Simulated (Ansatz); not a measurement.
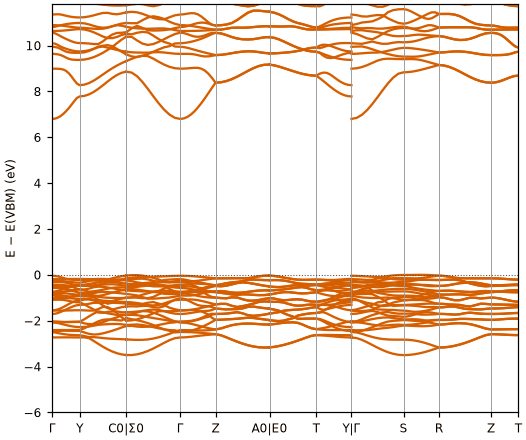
Band structure from PBEsol (plane waves, PAW; program Ansatz)

Task: Read off the gap and where the band edges lie.

Result: About 6.8 eV (6.80 eV by a search for the band edges); maximum on the S–R line, 48 % of the way from S, minimum at Γ.

The material is SrMgF4 in space group Cmc2_1 (No. 36; Pearson symbol oS24).

The first step of the workflow began from a Materials Project structure, measured or hypothetical; the Crystallography Open Database files this formula in space group No. 36, but the cells were not matched. Whether it is the stable phase at ambient conditions was not checked. The cell was relaxed with PBEsol under the symmetry of its start; of distortions, only those at the zone centre were tested. Spin–orbit coupling is left out wherever it is not named.

Potentials: the later of the program's two PAW sets.
